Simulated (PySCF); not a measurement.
Consider H$_{11}$NOSi$_{4}$ (SMILES O[SiH2][SiH2]N([SiH3])[SiH3]).

```json
{"atom": "O", "x (Å)": "3.4002", "y (Å)": "-0.3431", "z (Å)": "-1.0733"}
{"atom": "Si", "x (Å)": "2.3007", "y (Å)": "-0.0667", "z (Å)": "0.1020"}
{"atom": "Si", "x (Å)": "0.3526", "y (Å)": "-0.1387", "z (Å)": "-1.1020"}
{"atom": "N", "x (Å)": "-0.9923", "y (Å)": "0.0183", "z (Å)": "0.0177"}
{"atom": "Si", "x (Å)": "-1.9835", "y (Å)": "-1.3378", "z (Å)": "0.4630"}
{"atom": "Si", "x (Å)": "-1.4486", "y (Å)": "1.6007", "z (Å)": "0.5698"}
{"atom": "H", "x (Å)": "4.3384", "y (Å)": "-0.3729", "z (Å)": "-0.9025"}
{"atom": "H", "x (Å)": "2.6463", "y (Å)": "1.2058", "z (Å)": "0.7636"}
{"atom": "H", "x (Å)": "2.4936", "y (Å)": "-1.0714", "z (Å)": "1.1655"}
{"atom": "H", "x (Å)": "0.1931", "y (Å)": "0.9352", "z (Å)": "-2.1008"}
{"atom": "H", "x (Å)": "0.1165", "y (Å)": "-1.3835", "z (Å)": "-1.8504"}
{"atom": "H", "x (Å)": "-2.1898", "y (Å)": "-1.2991", "z (Å)": "1.9114"}
{"atom": "H", "x (Å)": "-1.2648", "y (Å)": "-2.5526", "z (Å)": "0.0866"}
{"atom": "H", "x (Å)": "-3.2743", "y (Å)": "-1.2700", "z (Å)": "-0.2295"}
{"atom": "H", "x (Å)": "-2.5011", "y (Å)": "2.1506", "z (Å)": "-0.2903"}
{"atom": "H", "x (Å)": "-0.2574", "y (Å)": "2.4491", "z (Å)": "0.5152"}
{"atom": "H", "x (Å)": "-1.9365", "y (Å)": "1.4883", "z (Å)": "1.9439"}
```

Geometry: GFN2-xTB.

Theory: CAM-B3LYP/def2-SVPD, SCF density, gas phase (PySCF 2.14.0).

Predict the electron density and electron localisation function between the atoms.

Si–N (1.74 Å): ρ is about 1.1 e/Å³ halfway; the ELF peaks at about 0.90 between the atoms, as expected for a shared but strongly polarised pair.
Si–H (1.46 Å): ρ at the midpoint is about 0.81 e/Å³; the ELF climbs to about 1 towards the hydrogen, as it does in any bond to H.

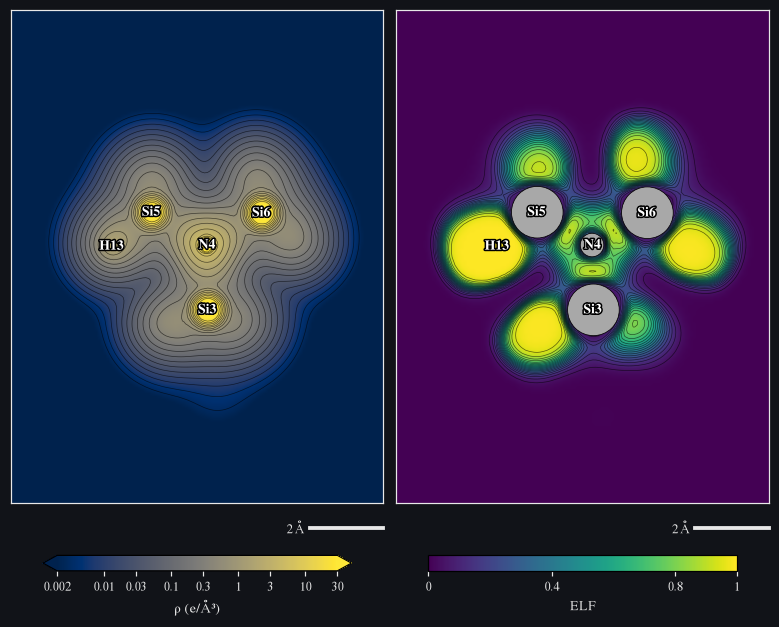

Computed electron density and electron localisation function on the plane of atoms Si3, N4 and Si6, in this order. Grey discs cover the atomic cores in the ELF map. 
